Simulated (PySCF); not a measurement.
C₆H₁₀FNSi₂

```yaml
atoms:
  - { symbol: C, position_ang: [-3.0699, -0.2345, 0.8050] }
  - { symbol: C, position_ang: [-1.8511, 0.0622, 0.3707] }
  - { symbol: C, position_ang: [-1.6391, 0.9914, -0.7868] }
  - { symbol: Si, position_ang: [-0.3043, -0.6611, 1.1775] }
  - { symbol: C, position_ang: [0.7124, -1.4952, -0.1987] }
  - { symbol: F, position_ang: [0.0705, -2.5969, -0.6877] }
  - { symbol: C, position_ang: [1.8852, -1.1903, -0.7443] }
  - { symbol: Si, position_ang: [2.9983, 0.2353, -0.2599] }
  - { symbol: C, position_ang: [1.9995, 1.8172, -0.2976] }
  - { symbol: N, position_ang: [1.3861, 2.7846, -0.3225] }
  - { symbol: H, position_ang: [-3.2357, -0.9049, 1.6315] }
  - { symbol: H, position_ang: [-3.9568, 0.1799, 0.3490] }
  - { symbol: H, position_ang: [-2.5851, 1.3878, -1.1505] }
  - { symbol: H, position_ang: [-1.1451, 0.4650, -1.6039] }
  - { symbol: H, position_ang: [-0.9947, 1.8210, -0.4989] }
  - { symbol: H, position_ang: [-0.6511, -1.7160, 2.1331] }
  - { symbol: H, position_ang: [0.5459, 0.3712, 1.7796] }
  - { symbol: H, position_ang: [2.2469, -1.8403, -1.5349] }
  - { symbol: H, position_ang: [4.0519, 0.4138, -1.2641] }
  - { symbol: H, position_ang: [3.5310, 0.1204, 1.1004] }
```

Geometry: GFN2-xTB.

All numbers below come from PySCF 2.14.0, PBE0/pcSseg-1, SCF density, gas phase, non-relativistic.

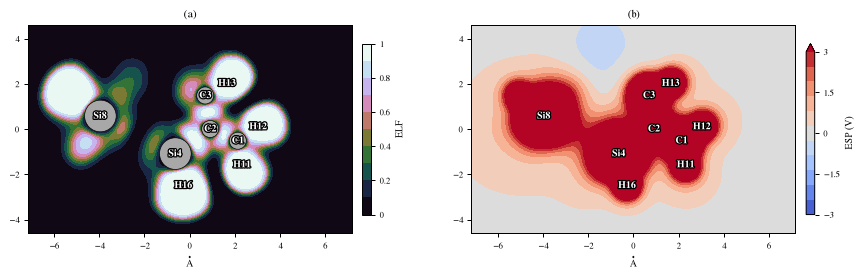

Figure 1. (a) ELF; (b) electrostatic potential on the plane of atoms C2, C3 and H13. Grey discs cover the atomic cores in the ELF map.

What do the fields say about this system?

- The plane passes through C, Si and H nuclei.
- C–C (1.33 Å): the ELF peaks at about 0.95 between the atoms: a multiple bond.
- C–Si (1.89 Å): the ELF peaks at about 0.95 between the atoms, as expected for localised, covalent bonding.
- C–H (1.08 Å): the ELF climbs to about 1 towards the hydrogen, as it does in any bond to H; a covalent bond by its length.
- C–C (1.50 Å): the ELF peaks at about 0.95 between the atoms: localised, covalent bonding.
- Si–H (1.46 Å): the ELF climbs to about 1 towards the hydrogen.
- Outside the dense part of the molecule the potential is most negative (−0.4 V) near N10, which lies off the plane.

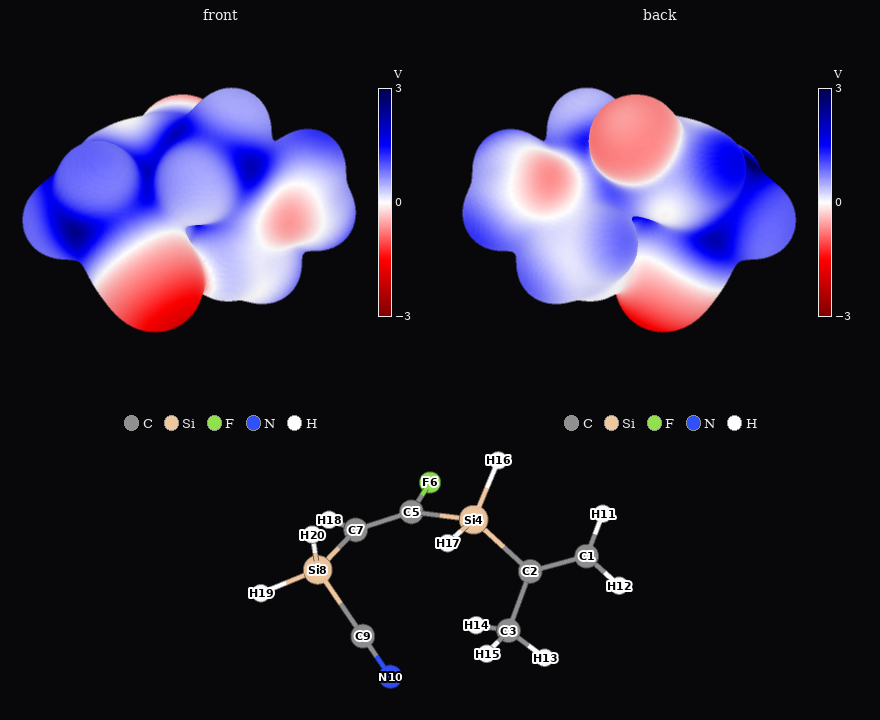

Figure 2. The electrostatic potential painted on the density surface at 0.004 e/bohr³, seen from the front and from behind; red is negative and blue positive. The bare structure is drawn below in the same view.

Where is the surface potential most negative and most positive?

The most negative region (about −1.8 V) lies over N10, the most positive (about +2.5 V) over Si8. N10 is the likeliest acceptor of a hydrogen bond.
